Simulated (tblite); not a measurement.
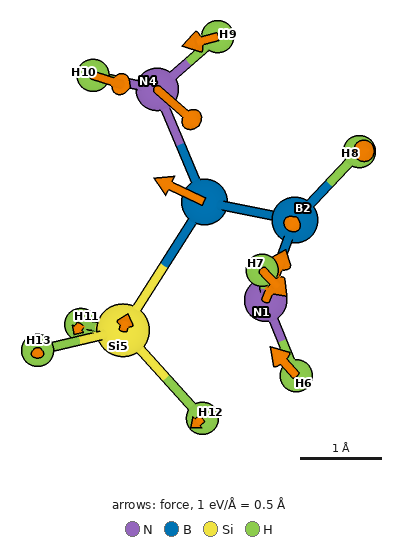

Starting geometry of B2SiN2H8 with the computed forces as orange arrows. Style: ball-and-stick. Shown from a free direction.

Computed with tblite 0.8.0, GFN2-xTB geometry optimisation, gas phase. 

> What follows when this structure is relaxed?

It isn't relaxed: the largest force vector, on an N atom, is 2.67 eV/Å. The final displacements follow the starting forces only in part (cosine between the two patterns 0.41). Over 128 geometry steps the energy falls by 52.2 kcal/mol. An H atom moves most after the best rigid fit: 1.87 Å. By element the largest moves are H 1.87 Å, N 0.62 Å, B 0.36 Å, Si 0.20 Å. Near-neighbour distances that change, for instance: B–N 1.534 → 1.391 Å, B–N 1.513 → 1.390 Å, H–N 1.056 → 1.009 Å, H–N 1.027 → 1.007 Å. Bond angles that change, for instance: B–N–H 105.4° → 124.1°, B–N–H 111.7° → 124.3°, B–Si–H 104.7° → 116.0°.
